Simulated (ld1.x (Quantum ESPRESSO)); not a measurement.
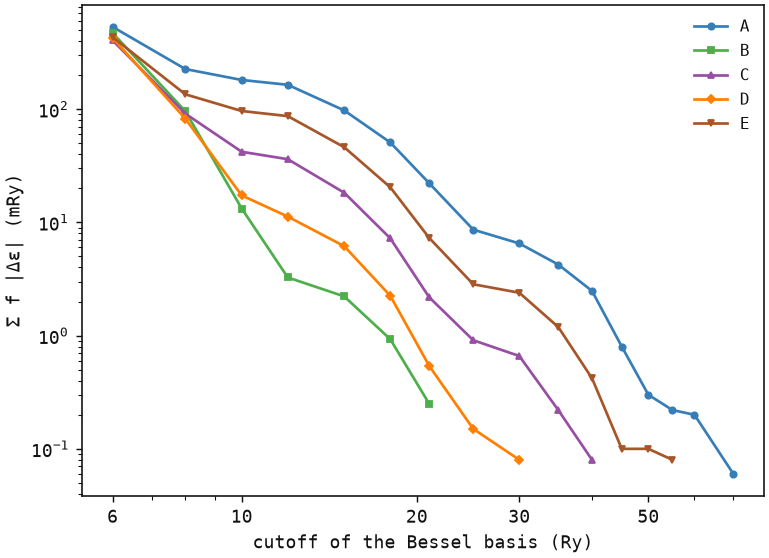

The occupation-weighted error of the valence levels in a spherical-Bessel basis for 5 variants of one potential.

Base settings:

Lanthanum, norm-conserving Troullier–Martins (Kleinman–Bylander form), made with ld1.x (Quantum ESPRESSO) 7.5 (PBE, scalar-relativistic). Core [Kr] 4d10 5s2, reference 4f0 5p6 5d1 6s2 6p0. Waves: 5p (bound): rc 2.65 bohr; 5d (bound): rc 3.40 bohr; 4f (bound, empty): rc 1.90 bohr; 6s (bound): rc 3.25 bohr. Local part: the s channel. Core correction: a·sin(br)/r model core, default radius (core density twice the valence density).

Question: The variants differ in the scale factor on all radii: 0.82, 0.90, 0.96, 1.03, 1.12. Which curve belongs to which value?

Answer: A: 0.82; B: 1.12; C: 0.96; D: 1.03; E: 0.90.
